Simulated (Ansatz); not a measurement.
## Electronic structure of C2H2F2Te (SMILES FC(F)=C[TeH]) in real space

Input file:

```
crystal:
  periodic: [false, false, false]
  atoms:
    - {symbol: C, position_ang: [-0.945027, 3.048861, -0.564822]}
    - {symbol: C, position_ang: [-1.284045, 4.294792, -0.930006]}
    - {symbol: F, position_ang: [-2.493561, 4.641611, -1.377892]}
    - {symbol: F, position_ang: [-0.483748, 5.359043, -0.913871]}
    - {symbol: Te, position_ang: [1.040656, 2.516295, 0.033287]}
    - {symbol: H, position_ang: [-1.706500, 2.263392, -0.648186]}
    - {symbol: H, position_ang: [0.517866, 1.884374, 1.513207]}
basis:
  gaussian:
    orbitals: def2-TZVPD
hamiltonian:
  xc: pbe0
output: {forces: true, orbitals: {seedname: orbitals}}
```

Launched as:

```sh
ansatz run input.yaml --threads 1 --pin off --max-ram 2610MiB --events-out events.jsonl --progress --plain --runs-dir runs
```

Geometry: BLYP-D3(BJ)/def2-SVP; core potentials replace the inner electrons of Te.

Level of theory: Ansatz 0.2.0, isolated molecule in a Gaussian basis; Kohn-Sham density functional theory, functional PBE0.

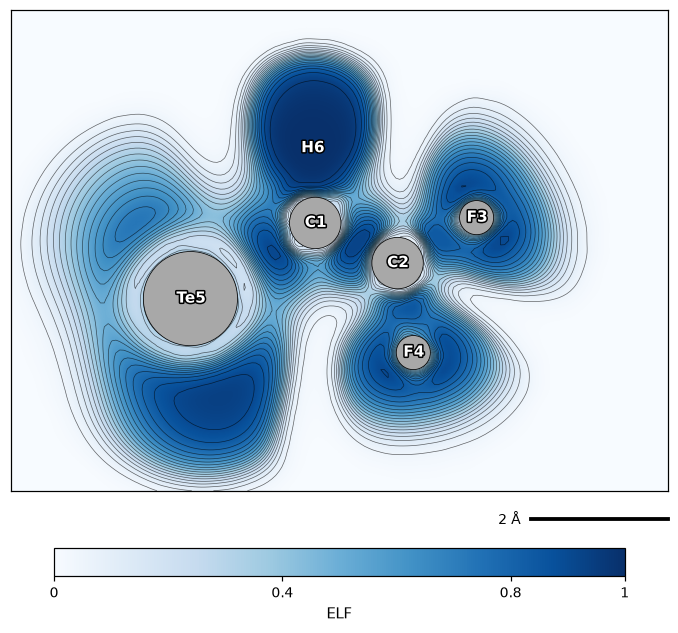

Figure 1. ELF on the plane of atoms C1, C2 and F4. Grey discs cover the atomic cores.

**Interpret the plot.**

- The plane passes through C, F, Te and H nuclei.
- C–F (1.33 Å): the ELF peaks at about 0.85 between the atoms; a polar covalent bond.
- C–C (1.34 Å): the ELF peaks at about 0.90 between the atoms (a short, multiple covalent bond).
- C–Te (2.14 Å): the ELF peaks at about 0.90 between the atoms; localised, covalent bonding.
- C–H (1.10 Å): the ELF climbs to about 1 towards the hydrogen, as it does in any bond to H (an ordinary covalent bond to hydrogen).
- The ELF also peaks beside Te5, F4 and F3, away from the bonds: lone-pair regions.

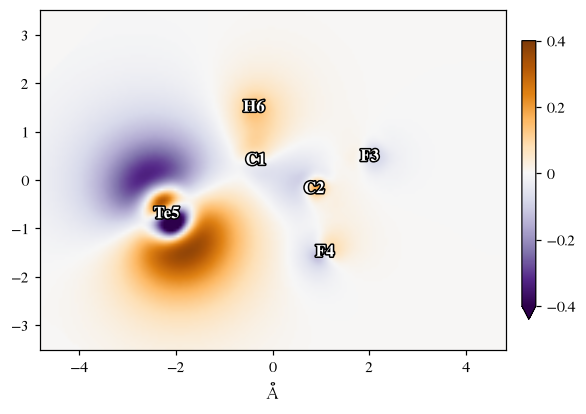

Figure 2. The HOMO on the plane of atoms C2, C1 and H6 (values in Å⁻³ᐟ²; the overall sign is arbitrary).

**Where does this orbital lie, and at what energy?**

By Hirshfeld shares it lies mainly on Te5 (about 85 %). Its energy is −6.49 eV.

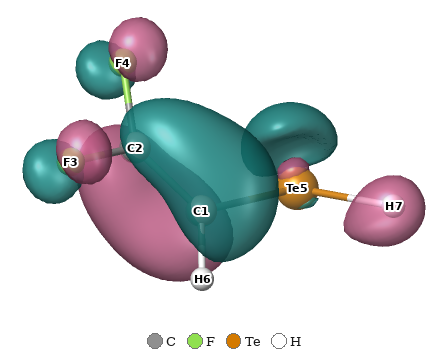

Figure 3. The HOMO−1 at ±0.15 Å⁻³ᐟ² (teal and pink are the two phases), seen at a tilt.

**Describe this orbital and give its energy.**

Its weight (Hirshfeld) is mainly on C1 (about 40 %), C2 (about 20 %), Te5 (about 20 %), F3 (about 5 %) and F4 (about 5 %). Its energy is −8.10 eV.
